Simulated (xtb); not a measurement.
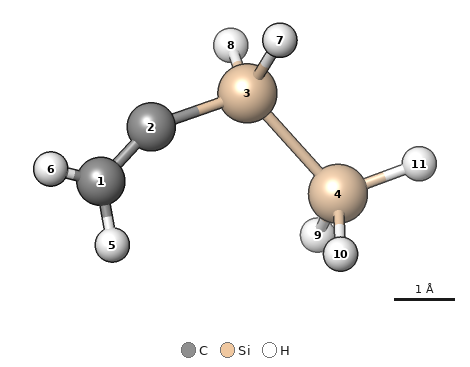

*The starting structure (ball-and-stick view, seen at a tilt; atoms are numbered from 1 in the order of the input).*

# Geometry relaxation, with input and output: C₂H₇Si₂ (part 1 of 3)

C₂H₇Si₂, multiplicity 2, computed with GFN1-xTB (xtb 6.7.1).

The program's output:
```
* xtb version 6.7.1
   ID    Z sym.   atoms
    1    6 C      1, 2
    2   14 Si     3, 4
    3    1 H      5-11

           -------------------------------------------------
          |                Calculation Setup                |
           -------------------------------------------------

          program call               : xtb -o sloppy --dipole -u 1 --gfn 1 --input xcontrol -P 1 -- mol.sdf
          coordinate file            : mol.sdf
          omp threads                :                     1

           -------------------------------------------------
          |                 G F N 1 - x T B                 |
           -------------------------------------------------

      * Hamiltonian:
        H0-scaling (s, p, d)           1.850000    2.250000    2.000000
        zeta-weighting                 0.000000
      * Dispersion:
        s8                             2.400000
        a1                             0.630000
        a2                             5.000000
        s9                             0.000000
      * Repulsion:
        kExp                           1.500000
        rExp                           1.000000
      * Coulomb:
        alpha                          2.000000
        third order                    atomic
        anisotropic                    false
      * Halogen bond correction:
        rad-scale                      1.300000
        damping                        0.440000

          ...................................................
          :                      SETUP                      :
          :.................................................:
          :  # basis functions                  42          :
          :  # atomic orbitals                  40          :
          :  # shells                           24          :
          :  # electrons                        23          :
          :  # halogen bonds                     0          :
          :  max. iterations                   250          :
          :  Hamiltonian                  GFN1-xTB          :
          :  restarted?                      false          :
          :  GBSA solvation                  false          :
          :  PC potential                    false          :
          :  electronic temp.          300.0000000     K    :
          :  accuracy                    1.0000000          :
          :  -> integral cutoff          0.2500000E+02      :
          :  -> integral neglect         0.1000000E-07      :
          :  -> SCF convergence          0.1000000E-05 Eh   :
          :  -> wf. convergence          0.2000000E-04 e    :
          :  Broyden damping             1.0000000          :
          :  net charge                          0          :
          :  unpaired electrons                  1          :
          ...................................................

 iter      E             dE          RMSdq      gap      omega  full diag
   1    -11.7373747 -0.117374E+02  0.678E+00    2.23       0.0  T
   2    -11.6143906  0.122984E+00  0.321E+00    1.66       1.0  T
   3    -11.2919300  0.322461E+00  0.519E+00    0.59       1.0  T
   4    -11.7513759 -0.459446E+00  0.171E+00    2.08       1.0  T
   5    -11.7724335 -0.210576E-01  0.509E-01    2.34       1.0  T
   6    -11.7729816 -0.548113E-03  0.457E-01    2.25       1.0  T
   7    -11.7730966 -0.115015E-03  0.439E-01    2.25       1.0  T
   8    -11.7743307 -0.123405E-02  0.336E-02    2.31       1.0  T
   9    -11.7743498 -0.190984E-04  0.109E-02    2.30       2.8  T
  10    -11.7743504 -0.618228E-06  0.659E-03    2.31       4.6  T
  11    -11.7743507 -0.270207E-06  0.112E-03    2.31      26.9  T
  12    -11.7743507 -0.126858E-07  0.204E-04    2.31     148.0  T
  13    -11.7743507 -0.691003E-12  0.166E-04    2.30     181.1  T
  14    -11.7743507 -0.188560E-09  0.495E-06    2.30    6092.6  T

   *** convergence criteria satisfied after 14 iterations ***

         #    Occupation            Energy/Eh            Energy/eV
      -------------------------------------------------------------
         1        2.0000           -0.6576984             -17.8969
       ...           ...                  ...                  ...
         6        2.0000           -0.4831274             -13.1466
         7        2.0000           -0.4812729             -13.0961
         8        2.0000           -0.4792490             -13.0410
         9        2.0000           -0.4761670             -12.9572
        10        2.0000           -0.4573157             -12.4442
        11        2.0000           -0.4257621             -11.5856
        12        1.0000           -0.3642211              -9.9110 (HOMO)
        13                         -0.2795145              -7.6060 (LUMO)
        14                         -0.2493004              -6.7838
        15                         -0.2468798              -6.7179
        16                         -0.1945602              -5.2943
        17                         -0.1844814              -5.0200
       ...                                ...                  ...
        40                          1.5873443              43.1938
      -------------------------------------------------------------
                  HL-Gap            0.0847065 Eh            2.3050 eV
             Fermi-level           -0.3584297 Eh           -9.7534 eV

 SCC (total)                   0 d,  0 h,  0 min,  0.014 sec
 SCC setup                      ...        0 min,  0.000 sec (  0.784%)
 Dispersion                     ...        0 min,  0.000 sec (  0.354%)
 classical contributions        ...        0 min,  0.000 sec (  0.161%)
 integral evaluation            ...        0 min,  0.003 sec ( 23.357%)
 iterations                     ...        0 min,  0.004 sec ( 30.812%)
 molecular gradient             ...        0 min,  0.006 sec ( 43.403%)
 printout                       ...        0 min,  0.000 sec (  0.995%)

         :::::::::::::::::::::::::::::::::::::::::::::::::::::
         ::                     SUMMARY                     ::
         :::::::::::::::::::::::::::::::::::::::::::::::::::::
         :: total energy             -11.571763643578 Eh    ::
         :: gradient norm              0.246710752223 Eh/a0 ::
         :: HOMO-LUMO gap              2.304982166497 eV    ::
         ::.................................................::
         :: SCC energy               -11.774350691564 Eh    ::
         :: -> electrostatic           0.007417565422 Eh    ::
         :: repulsion energy           0.206399144919 Eh    ::
         :: dispersion energy         -0.003812096933 Eh    ::
         :: halogen bond corr.         0.000000000000 Eh    ::
         :: add. restraining           0.000000000000 Eh    ::
         :: total charge               0.000000000000 e     ::
         :::::::::::::::::::::::::::::::::::::::::::::::::::::

      -----------------------------------------------------------
     |                   =====================                   |
     |                        A N C O P T                        |
     |                   =====================                   |
     |               Approximate Normal Coordinate               |
     |                Rational Function Optimizer                |
      -----------------------------------------------------------
      -----------------------------------------------------------
     |                   =====================                   |
     |                        A N C O P T                        |
     |                   =====================                   |
     |               Approximate Normal Coordinate               |
     |                Rational Function Optimizer                |
      -----------------------------------------------------------

          ...................................................
          :                      SETUP                      :
          :.................................................:
          :   optimization level            sloppy          :
          :   max. optcycles                   200          :
          :   ANC micro-cycles                  20          :
          :   degrees of freedom                27          :
          :.................................................:
          :   RF solver                   davidson          :
          :   write xtbopt.log                true          :
          :   linear?                        false          :
          :   energy convergence         0.1000000E-03 Eh   :
          :   grad. convergence          0.6000000E-02 Eh/α :
          :   maxmium RF displ.          0.3000000          :
          :   Hlow (freq-cutoff)         0.1000000E-01      :
          :   Hmax (freq-cutoff)         5.0000000          :
          :   S6 in model hess.         20.0000000          :
          ...................................................

generating ANC from exact Hessian ...
Using Lindh-Hessian (1995)
 Shifting diagonal of input Hessian by    1.0374446029197909E-002
 Lowest  eigenvalues of input Hessian
    0.010000    0.000000    0.010237    0.000000    0.000000    0.000000
    0.000000    0.000000    0.010862    0.010871    0.011508    0.011566
    0.012889    0.013712    0.017345    0.028963    0.029998    0.032356
 Highest eigenvalues
    0.568523    0.574718    0.577077    0.953749    1.675824    2.157124

........................................................................
.............................. CYCLE    1 ..............................
........................................................................

 iter      E             dE          RMSdq      gap      omega  full diag
   1    -11.7743507 -0.117744E+02  0.855E-07    2.30       0.0  T
   2    -11.7743507  0.230926E-13  0.151E-06    2.30   19910.8  T
   3    -11.7743507 -0.337508E-13  0.301E-07    2.30  100000.0  T
     SCC iter.                  ...        0 min,  0.001 sec
     gradient                   ...        0 min,  0.006 sec
 * total energy  :   -11.5717636 Eh     change       -0.1438849E-12 Eh
   gradient norm :     0.2467105 Eh/α   predicted     0.0000000E+00 (-100.00%)
   displ. norm   :     0.2461462 α      lambda       -0.4718420E-01
   maximum displ.:     0.1158205 α      in ANC's #18, #26, #25, ...

........................................................................
.............................. CYCLE    2 ..............................
........................................................................

 iter      E             dE          RMSdq      gap      omega  full diag
   1    -11.7607977 -0.117608E+02  0.145E-01    2.27       0.0  T
   2    -11.7607886  0.904125E-05  0.446E-02    2.25       1.0  T
   3    -11.7607620  0.265826E-04  0.525E-02    2.26       1.0  T
   4    -11.7608126 -0.505721E-04  0.207E-02    2.26       1.5  T
   5    -11.7608151 -0.246669E-05  0.515E-03    2.26       5.9  T
   6    -11.7608155 -0.399972E-06  0.112E-03    2.26      27.0  T
   7    -11.7608155 -0.168289E-07  0.403E-04    2.26      74.8  T
   8    -11.7608155 -0.268857E-08  0.666E-05    2.26     452.4  T
   9    -11.7608155 -0.731273E-10  0.907E-06    2.26    3325.6  T
     SCC iter.                  ...        0 min,  0.002 sec
     gradient                   ...        0 min,  0.006 sec
 * total energy  :   -11.5960529 Eh     change       -0.2428925E-01 Eh
   gradient norm :     0.0336662 Eh/α   predicted    -0.2502149E-01 (   3.01%)
   displ. norm   :     0.2022634 α      lambda       -0.2189334E-02
   maximum displ.:     0.1583871 α      in ANC's #9, #10, #7, ...

........................................................................
.............................. CYCLE    3 ..............................
........................................................................

 iter      E             dE          RMSdq      gap      omega  full diag
   1    -11.7570658 -0.117571E+02  0.390E-02    2.23       0.0  T
   2    -11.7570299  0.358829E-04  0.455E-02    2.23       1.0  T
   3    -11.7570703 -0.403748E-04  0.231E-02    2.23       1.3  T
   4    -11.7570773 -0.698345E-05  0.838E-03    2.23       3.6  T
   5    -11.7570778 -0.585449E-06  0.182E-03    2.23      16.6  T
   6    -11.7570779 -0.295228E-07  0.959E-04    2.23      31.4  T
   7    -11.7570779 -0.157440E-07  0.139E-04    2.23     216.6  T
   8    -11.7570779 -0.142224E-09  0.267E-05    2.23    1127.8  T
     SCC iter.                  ...        0 min,  0.002 sec
     gradient                   ...        0 min,  0.005 sec
 * total energy  :   -11.5974222 Eh     change       -0.1369330E-02 Eh
   gradient norm :     0.0137383 Eh/α   predicted    -0.1139450E-02 ( -16.79%)
   displ. norm   :     0.1599346 α      lambda       -0.1002330E-02
   maximum displ.:     0.1006063 α      in ANC's #15, #7, #11, ...

........................................................................
.............................. CYCLE    4 ..............................
........................................................................

 iter      E             dE          RMSdq      gap      omega  full diag
   1    -11.7561377 -0.117561E+02  0.363E-02    2.20       0.0  T
   2    -11.7561160  0.217138E-04  0.384E-02    2.20       1.0  T
   3    -11.7561367 -0.206915E-04  0.230E-02    2.20       1.3  T
   4    -11.7561440 -0.724146E-05  0.644E-03    2.20       4.7  T
   5    -11.7561444 -0.438158E-06  0.128E-03    2.20      23.6  T
   6    -11.7561444 -0.219310E-07  0.411E-04    2.20      73.3  T
   7    -11.7561444 -0.262145E-08  0.993E-05    2.20     303.6  T
   8    -11.7561444 -0.138964E-09  0.126E-05    2.20    2401.7  T
     SCC iter.                  ...        0 min,  0.002 sec
     gradient                   ...        0 min,  0.006 sec
 * total energy  :   -11.5979558 Eh     change       -0.5335421E-03 Eh
   gradient norm :     0.0097662 Eh/α   predicted    -0.5139840E-03 (  -3.67%)
   displ. norm   :     0.1017736 α      lambda       -0.3594162E-03
   maximum displ.:     0.0572491 α      in ANC's #15, #11, #7, ...

........................................................................
.............................. CYCLE    5 ..............................
........................................................................

 iter      E             dE          RMSdq      gap      omega  full diag
   1    -11.7554155 -0.117554E+02  0.241E-02    2.19       0.0  T
   2    -11.7554074  0.805409E-05  0.278E-02    2.19       1.1  T
   3    -11.7554151 -0.767755E-05  0.162E-02    2.19       1.9  T
   4    -11.7554176 -0.253274E-05  0.357E-03    2.19       8.4  T
   5    -11.7554179 -0.262672E-06  0.161E-03    2.19      18.7  T
   6    -11.7554179 -0.240596E-07  0.232E-04    2.19     130.0  T
   7    -11.7554179 -0.954271E-09  0.364E-05    2.19     828.3  T
   8    -11.7554179 -0.247748E-10  0.106E-05    2.19    2857.3  T
     SCC iter.                  ...        0 min,  0.002 sec
     gradient                   ...        0 min,  0.006 sec
 * total energy  :   -11.5981644 Eh     change       -0.2086167E-03 Eh
   gradient norm :     0.0098380 Eh/α   predicted    -0.1815671E-03 ( -12.97%)
   displ. norm   :     0.0852848 α      lambda       -0.1979789E-03
   maximum displ.:     0.0594174 α      in ANC's #15, #7, #11, ...

........................................................................
.............................. CYCLE    6 ..............................
........................................................................

 iter      E             dE          RMSdq      gap      omega  full diag
   1    -11.7566580 -0.117567E+02  0.137E-02    2.19       0.0  T
   2    -11.7566543  0.369700E-05  0.146E-02    2.18       2.1  T
   3    -11.7566588 -0.449792E-05  0.848E-03    2.18       3.6  T
   4    -11.7566597 -0.893112E-06  0.452E-03    2.19       6.7  T
   5    -11.7566598 -0.144093E-06  0.622E-04    2.19      48.4  T
   6    -11.7566598 -0.319027E-08  0.329E-04    2.19      91.8  T
   7    -11.7566598 -0.163447E-08  0.760E-05    2.19     396.6  T
   8    -11.7566598 -0.909157E-10  0.369E-06    2.19    8179.9  T
     SCC iter.                  ...        0 min,  0.002 sec
     gradient                   ...        0 min,  0.006 sec
 * total energy  :   -11.5983201 Eh     change       -0.1556684E-03 Eh
   gradient norm :     0.0078604 Eh/α   predicted    -0.9970999E-04 ( -35.95%)
   displ. norm   :     0.1480202 α      lambda       -0.2590219E-03
   maximum displ.:     0.0843229 α      in ANC's #15, #11, #2, ...

........................................................................
.............................. CYCLE    7 ..............................
........................................................................

 iter      E             dE          RMSdq      gap      omega  full diag
   1    -11.7585030 -0.117585E+02  0.152E-02    2.17       0.0  T
   2    -11.7584999  0.310096E-05  0.142E-02    2.17       2.1  T
   3    -11.7585023 -0.239817E-05  0.957E-03    2.17       3.1  T
   4    -11.7585041 -0.172205E-05  0.193E-03    2.17      15.7  T
   5    -11.7585041 -0.185802E-07  0.101E-03    2.17      29.9  T
   6    -11.7585041 -0.978615E-08  0.517E-05    2.17     583.2  T
   7    -11.7585041 -0.187264E-10  0.193E-05    2.17    1559.1  T
     SCC iter.                  ...        0 min,  0.002 sec
     gradient                   ...        0 min,  0.006 sec
 * total energy  :   -11.5984755 Eh     change       -0.1554236E-03 Eh
   gradient norm :     0.0032416 Eh/α   predicted    -0.1323463E-03 ( -14.85%)
   displ. norm   :     0.0700601 α      lambda       -0.4879991E-04
   maximum displ.:     0.0392535 α      in ANC's #4, #2, #15, ...
```
